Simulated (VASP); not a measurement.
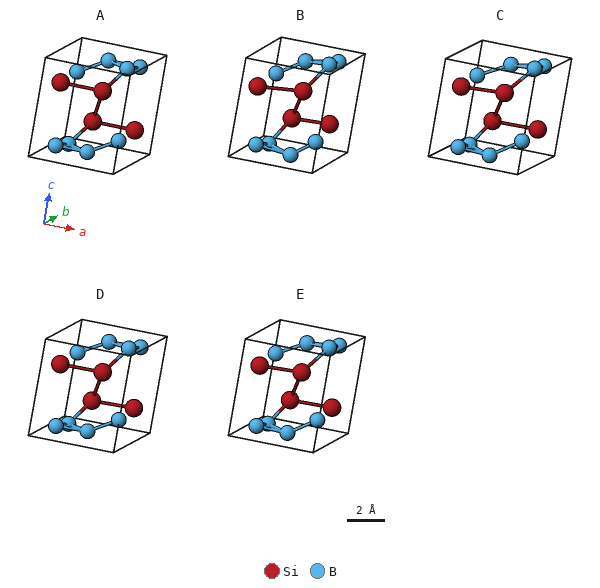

5 geometries from one relaxation of a crystal of SiB$_{2}$ (a generated structure, set up in P1), in shuffled order. A ball-and-stick model of the cell of the calculation, reduced to other axes, seen slightly off an axis. Lengths and directions refer to the drawn axes.

The run lets cell and atoms move.

These are results of Kohn-Sham DFT of a periodic cell, PBE, VASP PAW PBE potentials, recommended (VASP 6.6.1), not measurements. (plane-wave cutoff 520 eV; k-point mesh 5 × 5 × 5; occupations gaussian; smearing width 0.15 eV; no spin polarisation)

Put them in the order of the run, from the start to the converged end.

Answer. B, C, E, D, A. They are steps 0, 1, 3, 7, 24, at +3.370 eV per cell of the calculation, +1.777 eV per cell of the calculation, +0.509 eV per cell of the calculation, +0.112 eV per cell of the calculation relative to the last. A Si atom moves most relative to the cell: 0.33 Å along [3 0 −2]. Largest moves by element: Si 0.33 Å, B 0.31 Å. Cell: a 4.745 → 4.814 Å (+1.5 %), b 5.603 → 5.608 Å (+0.1 %), c 5.713 → 5.718 Å (+0.1 %), α 60.7° → 61.6°, β 89.3° → 90.0°, γ 65.9° → 64.6°. Volume +0.9 %. Some distances before and after: Si–Si 3.060 → 3.410 Å, B–Si 2.527 → 2.204 Å, B–Si 2.436 → 2.131 Å, B–Si 2.493 → 2.199 Å. Among the angles between lasting bonds that change: Si–B–B 136.1° → 155.3°, Si–Si–B 158.0° → 138.9°, Si–B–B 126.8° → 107.8°. Within 0.06 Å the space group is P1 at the start and C2/m at the end; at a tighter tolerance small leftover displacements or strains of the cell lower it. The energy falls by 3.370 eV per cell of the calculation in 24 geometry steps. The largest force component goes from 5 to 0.018 eV/Å. The pressure goes from 12.95 to 0.05 GPa.
